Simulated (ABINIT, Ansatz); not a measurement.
# AlH3 (Pm-3m): zone-centre phonons

Which modes does AlH3 (Pm-3m) have at the zone centre?

Program: ABINIT 10.8.3. Level of theory: DFT LDA, scalar-relativistic, plane waves, PseudoDojo norm-conserving pseudopotentials. Results are calculated unless marked as measured.

The structure was built from a prototype and need not be the compound's stable phase.

**1. Set-up**

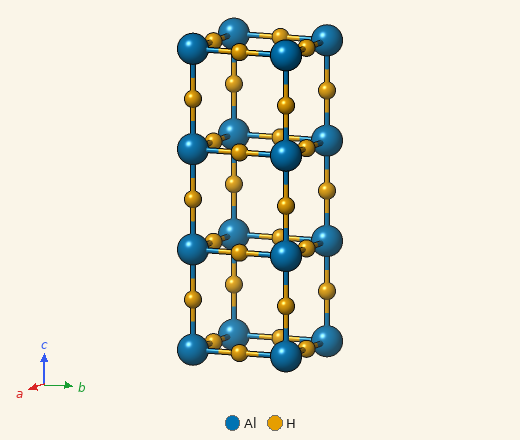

Start, viewed slightly off an axis; aluminium blue, hydrogen orange. 1×1×3 cells are drawn. Some periodic images of atoms are drawn too.

**2. Relaxation**

The harmonic expansion starts where the forces on the atoms vanish, and stress shifts the frequencies, so cell and atoms are relaxed with tight thresholds.

The starting cell comes from a relaxation made beforehand in Ansatz (LDA, PseudoDojo NC).

relax.abi reads:

```
# relaxation
ionmov 2
optcell 2
ecutsm 0.5
dilatmx 1.08
ntime 40
tolmxf 1.0d-05
tolvrs 1.0d-14
prtwf 0
prtden 0
chksymtnons 0

# basis, mesh and filling
ecut 31.0
ngkpt 10 10 10
nshiftk 1
shiftk 0.0 0.0 0.0
istwfk *1
occopt 1
nband 3
nstep 100
diemac 9.0
prtebands 0
prtgsr 0
useylm 1

# cell and atoms
acell 6.39476741 6.39476741 6.39476741
rprim 
    1.0 0.0 0.0
    0.0 1.0 0.0
    0.0 0.0 1.0
ntypat 2
znucl 13 1
natom 4
typat 1 2 2 2
xred 
    0.0 0.0 0.0
    0.5 0.0 0.0
    0.0 0.5 0.0
    0.0 0.0 0.5
pp_dirpath "./pseudo"
pseudos "Al.upf, H.upf"
```

On the command line:

```bash
> OMP_NUM_THREADS=1 mpirun -n 2 abinit relax.abi > relax.log
```

Numbers of over 12 decimals in the logs are rounded to 6 here.

relax.abo, the main output file:

```text
[banners, grids, parts of the stress and lines that vanish by symmetry left out]
- input  file    -> relax.abi
- output file    -> relax.abo
- root for input  files -> relaxi
[...]
Symmetries : space group Pm -3 m (#221); Bravais cP (primitive cubic)
[...]
mpw =        2800          nfft =       46656          nkpt =          56
[...]
== DATASET  1 ==================================================================
[...]
cutoff_energies: {ecut:  31.0, pawecutdg:  -1.0, }
[...]
ETOT  1  -4.068449    -4.068E+00 2.022E-01 3.549E+01
 ETOT  2  -4.081713    -1.326E-02 8.243E-07 3.401E-01
 ETOT  3  -4.081743    -3.011E-05 1.323E-07 4.533E-02
 ETOT  4  -4.081745    -2.199E-06 1.035E-08 5.576E-04
 ETOT  5  -4.081745    -2.356E-08 1.894E-10 2.615E-06
[...]
At SCF step    9       vres2   =  9.73E-15 < tolvrs=  1.00E-14 =>converged.
[...]
sigma(1 1)=  1.98516048E-07  sigma(3 2)=  0.00000000E+00
  sigma(2 2)=  1.98516048E-07  sigma(3 1)=  0.00000000E+00
  sigma(3 3)=  1.98516048E-07  sigma(2 1)=  0.00000000E+00
[...]
convergence: {deltae:  3.375E-14, res2:  9.727E-15, residm:  2.672E-19, diffor: null, }
etotal    :  -4.08174504E+00
[...]
ETOT  1  -4.081745    -4.082E+00 4.561E-10 4.348E-07
[...]
At SCF step    6       vres2   =  1.59E-16 < tolvrs=  1.00E-14 =>converged.
[...]
sigma(1 1)=  1.61528109E-07  sigma(3 2)=  0.00000000E+00
  sigma(2 2)=  1.61528109E-07  sigma(3 1)=  0.00000000E+00
  sigma(3 3)=  1.61528109E-07  sigma(2 1)=  0.00000000E+00
[...]
convergence: {deltae:  2.487E-14, res2:  1.592E-16, residm:  4.905E-21, diffor: null, }
etotal    :  -4.08174504E+00
[...]
ETOT  1  -4.081745    -4.082E+00 8.098E-12 8.291E-06
[...]
ETOT  5  -4.081745     1.954E-14 2.486E-17 5.047E-13
 ETOT  6  -4.081745    -4.174E-14 9.476E-20 3.117E-15
 At SCF step    6       vres2   =  3.12E-15 < tolvrs=  1.00E-14 =>converged.
[...]
sigma(1 1)= -1.17128719E-09  sigma(3 2)=  0.00000000E+00
  sigma(2 2)= -1.17128719E-09  sigma(3 1)=  0.00000000E+00
  sigma(3 3)= -1.17128719E-09  sigma(2 1)=  0.00000000E+00
[...]
convergence: {deltae: -4.174E-14, res2:  3.117E-15, residm:  9.476E-20, diffor: null, }
etotal    :  -4.08174504E+00
[...]
At Broyd/MD step   3, gradients are converged :
[...]
sigma(1 1)= -1.17128719E-09  sigma(3 2)=  0.00000000E+00
  sigma(2 2)= -1.17128719E-09  sigma(3 1)=  0.00000000E+00
  sigma(3 3)= -1.17128719E-09  sigma(2 1)=  0.00000000E+00
[...]
- sigma(1 1)= -3.44604588E-05  sigma(3 2)=  0.00000000E+00
- sigma(2 2)= -3.44604588E-05  sigma(3 1)=  0.00000000E+00
- sigma(3 3)= -3.44604588E-05  sigma(2 1)=  0.00000000E+00
[...]
fcart     -0.0000000000E+00 -0.0000000000E+00 -0.0000000000E+00
           strten     -1.1712871884E-09 -1.1712871886E-09 -1.1712871886E-09
================================================================================

[key lines of the parts left out:]
pressure_GPa:   3.4460E-05
Total energy (etotal) [Ha]= -4.08174504143155E+00
```

Run time: 24 s. Hardware: 2 MPI ranks of Arm Neoverse N1, shared host; 49 s of CPU time.

Little changed from the start: no atom moved by 0.005 Å and no cell edge by 0.1 %.

Read from the output:

```
volume per atom : 9.687 Å³
pressure        : 3.45e-5 GPa
```

**3. Ground state**

First-order wavefunctions inherit every error of the ground state, hence the very tight tolvrs.

gs.abi reads:

```
# ground state
tolvrs 1.0d-16
prtden 1
prtwf 1
prtpot 1

# basis, mesh and filling
ecut 31.0
ngkpt 12 12 12
nshiftk 1
shiftk 0.0 0.0 0.0
istwfk *1
occopt 1
nband 3
nstep 100
diemac 9.0
prtebands 0
prtgsr 0
useylm 1

# cell and atoms
acell 6.394563028 6.394563028 6.394563028
rprim 
    1.0 0.0 0.0
    0.0 1.0 0.0
    0.0 0.0 1.0
ntypat 2
znucl 13 1
natom 4
typat 1 2 2 2
xred 
    0.0 0.0 0.0
    0.5 0.0 0.0
    0.0 0.5 0.0
    0.0 0.0 0.5
pp_dirpath "./pseudo"
pseudos "Al.upf, H.upf"
```

On the command line:

```bash
> OMP_NUM_THREADS=1 mpirun -n 2 abinit gs.abi > gs.log
```

gs.abo, the main output file:

```text
[banners, grids, parts of the stress and lines that vanish by symmetry left out]
- input  file    -> gs.abi
- output file    -> gs.abo
- root for input  files -> gsi
[...]
Symmetries : space group Pm -3 m (#221); Bravais cP (primitive cubic)
[...]
mpw =        2200          nfft =       46656          nkpt =          84
[...]
== DATASET  1 ==================================================================
[...]
cutoff_energies: {ecut:  31.0, pawecutdg:  -1.0, }
[...]
ETOT  1  -4.067025    -4.067E+00 2.276E-01 3.540E+01
 ETOT  2  -4.081728    -1.470E-02 2.057E-06 3.403E-01
 ETOT  3  -4.081758    -2.916E-05 1.213E-07 4.521E-02
 ETOT  4  -4.081760    -2.214E-06 1.067E-08 5.712E-04
 ETOT  5  -4.081760    -2.425E-08 2.034E-10 2.954E-06
[...]
ETOT  9  -4.081760    -1.066E-13 3.397E-19 1.356E-14
 ETOT 10  -4.081760     2.034E-13 8.143E-21 1.423E-17
 At SCF step   10       vres2   =  1.42E-17 < tolvrs=  1.00E-16 =>converged.
[...]
sigma(1 1)=  4.93989377E-06  sigma(3 2)=  0.00000000E+00
  sigma(2 2)=  4.93989377E-06  sigma(3 1)=  0.00000000E+00
  sigma(3 3)=  4.93989377E-06  sigma(2 1)=  0.00000000E+00
[...]
convergence: {deltae:  2.034E-13, res2:  1.423E-17, residm:  8.143E-21, diffor: null, }
etotal    :  -4.08175975E+00
[...]
sigma(1 1)=  4.93989377E-06  sigma(3 2)=  0.00000000E+00
  sigma(2 2)=  4.93989377E-06  sigma(3 1)=  0.00000000E+00
  sigma(3 3)=  4.93989377E-06  sigma(2 1)=  0.00000000E+00
[...]
- sigma(1 1)=  1.45336692E-01  sigma(3 2)=  0.00000000E+00
- sigma(2 2)=  1.45336692E-01  sigma(3 1)=  0.00000000E+00
- sigma(3 3)=  1.45336692E-01  sigma(2 1)=  0.00000000E+00
[...]
fcart     -0.0000000000E+00 -0.0000000000E+00 -0.0000000000E+00
           strten      4.9398937714E-06  4.9398937714E-06  4.9398937714E-06
================================================================================

[key lines of the parts left out:]
pressure_GPa:  -1.4534E-01
```

The job ended after 15 s (2 MPI ranks; 31 s of CPU time).

Read from the output:

- pressure: -0.1453 GPa

The cell stands at -0.15 GPa: the relaxation ran with a smoothed cutoff and on another k mesh.

**4. Empty bands**

Empty bands on the ground state's density check that the gap assumed so far is there in this cell.

gap.abi reads:

```
# empty bands on the ground state's density
iscf -2
getden_filepath "gso_DEN"
tolwfr 1.0d-12
nbdbuf 2
prtwf 0

# basis, mesh and filling
ecut 31.0
ngkpt 12 12 12
nshiftk 1
shiftk 0.0 0.0 0.0
istwfk *1
occopt 1
nband 7
nstep 100
diemac 9.0
prtebands 0
prtgsr 0
useylm 1

# cell and atoms
acell 6.394563028 6.394563028 6.394563028
rprim 
    1.0 0.0 0.0
    0.0 1.0 0.0
    0.0 0.0 1.0
ntypat 2
znucl 13 1
natom 4
typat 1 2 2 2
xred 
    0.0 0.0 0.0
    0.5 0.0 0.0
    0.0 0.5 0.0
    0.0 0.0 0.5
pp_dirpath "./pseudo"
pseudos "Al.upf, H.upf"
```

On the command line:

```bash
> OMP_NUM_THREADS=1 mpirun -n 2 abinit gap.abi > gap.log
```

gap.abo, the main output file:

```text
[banners, grids, parts of the stress and lines that vanish by symmetry left out]
- input  file    -> gap.abi
- output file    -> gap.abo
- root for input  files -> gapi
[...]
Symmetries : space group Pm -3 m (#221); Bravais cP (primitive cubic)
[...]
mpw =        2200          nfft =       46656          nkpt =          84
[...]
== DATASET  1 ==================================================================
[...]
cutoff_energies: {ecut:  31.0, pawecutdg:  -1.0, }
[...]
-outvars: echo values of variables after computation
            acell      6.3945630280E+00  6.3945630280E+00  6.3945630280E+00 Bohr
================================================================================
```

It took 16 s on 2 MPI ranks.

This step gave:

```yaml
gap_on_the_k_mesh: 0.4144 eV
```

In this cell the gap on the mesh is 0.41 eV, indirect (smallest direct 3.6 eV), so fixed occupations hold.

**5. Linear response at Γ**

The derivative of the wavefunctions by k comes first, since the response to a field is built on it; then the field and the displacements that symmetry doesn't supply are solved at q = 0.

It reads the wavefunctions written in step 3.

dfpt_gamma.abi reads:

```
ndtset 2

# common to the responses
getwfk_filepath "gso_WFK"
kptopt 2
nqpt 1
qpt 0.0 0.0 0.0
asr 0
chneut 0

# d/dk
rfelfd1 2
rfdir1 1 1 1
iscf1 -3
tolwfr1 1.0d-20

# displacements, field
rfphon2 1
rfatpol2 1 4
rfdir2 1 1 1
rfelfd2 3
getddk2 1
tolvrs2 1.0d-10
prtwf2 0
prtpot2 1

# basis, mesh and filling
ecut 31.0
ngkpt 12 12 12
nshiftk 1
shiftk 0.0 0.0 0.0
istwfk *1
occopt 1
nband 3
nstep 100
diemac 9.0
prtebands 0
prtgsr 0
useylm 1

# cell and atoms
acell 6.394563028 6.394563028 6.394563028
rprim 
    1.0 0.0 0.0
    0.0 1.0 0.0
    0.0 0.0 1.0
ntypat 2
znucl 13 1
natom 4
typat 1 2 2 2
xred 
    0.0 0.0 0.0
    0.5 0.0 0.0
    0.0 0.5 0.0
    0.0 0.0 0.5
pp_dirpath "./pseudo"
pseudos "Al.upf, H.upf"
```

On the command line:

```bash
> OMP_NUM_THREADS=1 mpirun -n 2 abinit dfpt_gamma.abi > dfpt_gamma.log
```

dfpt_gamma.abo, the main output file:

```text
[banners, grids, parts of the stress and lines that vanish by symmetry left out]
- input  file    -> dfpt_gamma.abi
- output file    -> dfpt_gamma.abo
- root for input  files -> dfpt_gammai
[...]
DATASET    1 : space group Pm -3 m (#221); Bravais cP (primitive cubic)
[...]
nfft =       46656          nkpt =         868
[...]
DATASET    2 : space group Pm -3 m (#221); Bravais cP (primitive cubic)
[...]
nfft =       46656          nkpt =         868
[...]
== DATASET  1 ==================================================================
[...]
cutoff_energies: {ecut:  31.0, pawecutdg:  -1.0, }
[...]
-  1.00000   1.00000  180309                  znucl, zion, pspdat
[...]
Perturbation : derivative vs k along direction   1
[...]
-ETOT  1  -5.722528     -5.723E+00 5.037E-02 0.000E+00
 ETOT  2  -5.726530     -4.003E-03 5.131E-05 0.000E+00
 ETOT  3  -5.726533     -3.138E-06 9.766E-08 0.000E+00
 ETOT  4  -5.726533     -4.124E-09 1.485E-10 0.000E+00
 ETOT  5  -5.726533     -6.646E-12 4.258E-13 0.000E+00
[...]
At SCF step    8   max residual=  9.96E-21 < tolwfr=  1.00E-20 =>converged.
[...]
Perturbation : derivative vs k along direction   2
[...]
-ETOT  1  -5.722512     -5.723E+00 4.887E-02 0.000E+00
[...]
At SCF step    8   max residual=  9.98E-21 < tolwfr=  1.00E-20 =>converged.
[...]
Perturbation : derivative vs k along direction   3
[...]
-ETOT  1  -5.722528     -5.723E+00 5.037E-02 0.000E+00
[...]
At SCF step    8   max residual=  9.96E-21 < tolwfr=  1.00E-20 =>converged.
[...]
1        1       1.5397582636   -0.0000000000
     1        2       0.0000000000    0.0000000000
     1        3       0.0000000000    0.0000000000
     2        1       0.0000000000    0.0000000000
     2        2       1.5397582636   -0.0000000000
     2        3       0.0000000000    0.0000000000
     3        1       0.0000000000    0.0000000000
     3        2       0.0000000000    0.0000000000
     3        3       1.5397582636   -0.0000000000
[...]
== DATASET  2 ==================================================================
[...]
cutoff_energies: {ecut:  31.0, pawecutdg:  -1.0, }
[...]
Perturbation : displacement of atom   1   along direction   1
[...]
-ETOT  1   4.108118     -2.355E+01 2.201E-01 7.123E+02
[...]
At SCF step    8       vres2   =  2.48E-12 < tolvrs=  1.00E-10 =>converged.
[...]
Perturbation : displacement of atom   2   along direction   1
[...]
-ETOT  1   6.596608     -4.804E+01 5.039E-01 3.448E+03
[...]
At SCF step    8       vres2   =  5.56E-12 < tolvrs=  1.00E-10 =>converged.
[...]
Perturbation : displacement of atom   2   along direction   2
[...]
-ETOT  1  0.660450     -4.399E+01 1.096E-01 6.206E+02
[...]
At SCF step    8       vres2   =  1.60E-11 < tolvrs=  1.00E-10 =>converged.
[...]
Perturbation : homogeneous electric field along direction   1
[...]
-ETOT  1  -61.938932568401     -6.194E+01 1.293E+00 1.971E+03
[...]
ETOT  7  -62.923322206328     -1.249E-10 6.578E-13 8.797E-09
 ETOT  8  -62.923322206330     -2.309E-12 1.377E-14 8.233E-11
 At SCF step    8       vres2   =  8.23E-11 < tolvrs=  1.00E-10 =>converged.
[...]
Dielectric tensor, in cartesian coordinates,
[...]
1    6   1    6         4.1322102052        -0.0000000000
   1    6   2    6        -0.0000000000        -0.0000000000
   1    6   3    6        -0.0000000000        -0.0000000000
   2    6   1    6        -0.0000000000        -0.0000000000
   2    6   2    6         4.1322102052        -0.0000000000
   2    6   3    6        -0.0000000000        -0.0000000000
   3    6   1    6        -0.0000000000        -0.0000000000
   3    6   2    6        -0.0000000000        -0.0000000000
   3    6   3    6         4.1322102052        -0.0000000000
  Effective charges, in cartesian coordinates,
[...]
1    1   1    6         2.7430155200         0.0000000000
   2    1   1    6         0.0000000000         0.0000000000
   3    1   1    6         0.0000000000         0.0000000000
   1    2   1    6        -1.5679761142         0.0000000000
   2    2   1    6         0.0000000000         0.0000000000
[...]
Effective charges, in cartesian coordinates,
[...]
2    6   1    4         0.0000000000         0.0000000000
   3    6   1    4         0.0000000000         0.0000000000
   1    6   2    4         0.0000000000         0.0000000000
   2    6   2    4        -0.5873951705         0.0000000000
   3    6   2    4         0.0000000000         0.0000000000
   1    6   3    4         0.0000000000         0.0000000000
   2    6   3    4         0.0000000000         0.0000000000
   3    6   3    4        -1.5679760097         0.0000000000
  Phonon wavevector (reduced coordinates) :  0.00000  0.00000  0.00000
 Phonon energies in Hartree :
[...]
Phonon frequencies in cm-1    :
- -5.126572E-02 -5.126398E-02 -5.125882E-02  4.839574E+02  4.839574E+02
-  4.839574E+02  5.656874E+02  5.656874E+02  5.656874E+02  1.915298E+03
-  1.915298E+03  1.915298E+03
  Phonon at Gamma, with non-analyticity in the
[...]
Phonon energies in Hartree :
[...]
Phonon frequencies in cm-1    :
- -5.126572E-02 -5.126398E-02 -4.902621E-02  4.839574E+02  4.839574E+02
-  5.656874E+02  5.656874E+02  5.656874E+02  7.466817E+02  1.915298E+03
-  1.915298E+03  2.095421E+03
  Phonon at Gamma, with non-analyticity in the
[...]
Phonon energies in Hartree :
[...]
Phonon frequencies in cm-1    :
- -5.126573E-02 -5.125883E-02 -4.903160E-02  4.839574E+02  4.839574E+02
-  5.656874E+02  5.656874E+02  5.656874E+02  7.466817E+02  1.915298E+03
-  1.915298E+03  2.095421E+03
  Phonon at Gamma, with non-analyticity in the
[...]
Phonon energies in Hartree :
[...]
Phonon frequencies in cm-1    :
- -5.126399E-02 -5.125883E-02 -4.903342E-02  4.839574E+02  4.839574E+02
-  5.656874E+02  5.656874E+02  5.656874E+02  7.466817E+02  1.915298E+03
-  1.915298E+03  2.095421E+03
[...]
fcart2     0.0000000000E+00  0.0000000000E+00  0.0000000000E+00
           strten2     0.0000000000E+00  0.0000000000E+00  0.0000000000E+00
================================================================================
```

Elapsed: 8.7 min, on 2 MPI ranks; 17 min of CPU time.

This step gave:

```
miss of the charge sum rule                                       : 2.49e-4 e
largest acoustic frequency at the zone centre before the sum rule : -0.05 cm⁻¹
highest optical zone-centre mode (no LO-TO term)                  : 1915 cm⁻¹
lowest optical zone-centre mode                                   : 484.0 cm⁻¹
mean high-frequency dielectric constant                           : 4.132
largest Born charge in size (third of the trace)                  : 2.743 e
```

Born charge (rows field, columns displacement), before the sum rule (e), principal values of the symmetric part by kind of site:

```csv
atom,atoms with these values,low,middle,high,mean
Al1,1,2.74,2.74,2.74,2.74
H2,3,-1.57,-0.59,-0.59,-0.91
```

In full for H2:

```
-1.57  0.00  0.00
 0.00 -0.59  0.00
 0.00  0.00 -0.59
```

High-frequency dielectric tensor:

```
4.13 0.00 0.00
0.00 4.13 0.00
0.00 0.00 4.13
```

The acoustic modes at Γ come out as far as 0.1 cm⁻¹ from zero, where they should vanish, a small numerical error; the Born charges miss their sum rule by 2.5e-4 e, which is good.

[end of part 1 of 2]

[Host names and launcher messages were left out of these logs when they were recorded.]

[Logs are printed without paths, hosts, clocks, repeated set-up lines and the standing remarks that a program may print on its own settings, such as how far it seeks lower states.]

[Hosts, paths, dates, database ids (printed as entryN), source tags and the programs' standing remarks are cut or masked in the printed files.]
